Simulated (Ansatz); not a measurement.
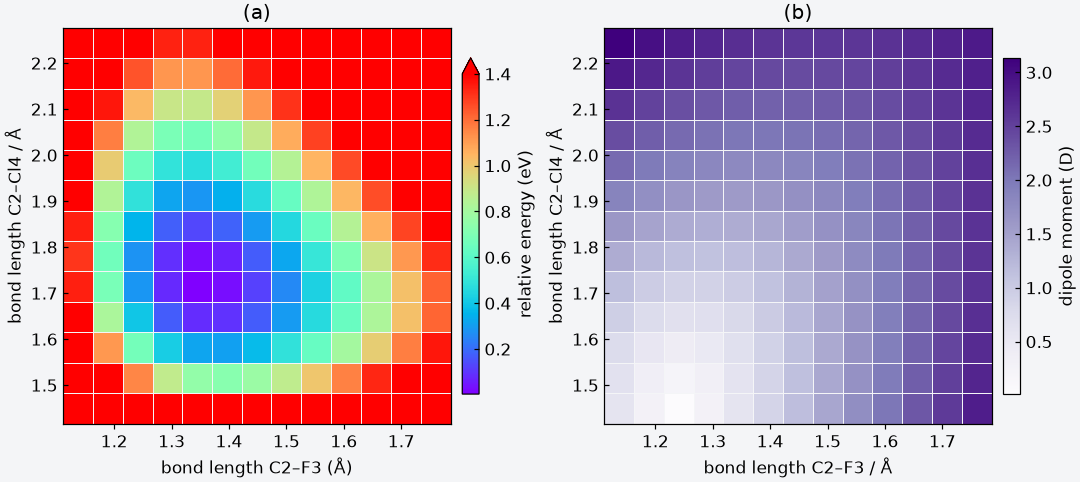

C2HClF, SMILES [CH]=C(F)Cl, spin multiplicity 2. First axis: bond length C2–F3. Second axis: bond length C2–Cl4. Nothing is relaxed (all other coordinates rigid). Grid: 13 × 13 points. Points are written as (first, second). Energies: eV, counted from the relaxed molecule at the same level. Level of theory: UKS PBE-D4/def2-TZVP (Ansatz 0.2.0).

Panel (a) is the energy; panel (b) is the computed dipole moment, in D.

The picture shows one coloured cell a grid point, one colour for all values above the top of the scale.

**How does the dipole moment vary over the map, and what is it at the lowest grid point?**

Leaving out the highest fifth of the energies, it runs from 0.22 D at (1.241 Å, 1.515 Å) to 2.85 D at (1.241 Å, 2.243 Å). At the lowest grid point, (1.344 Å, 1.714 Å), it is 0.98 D.
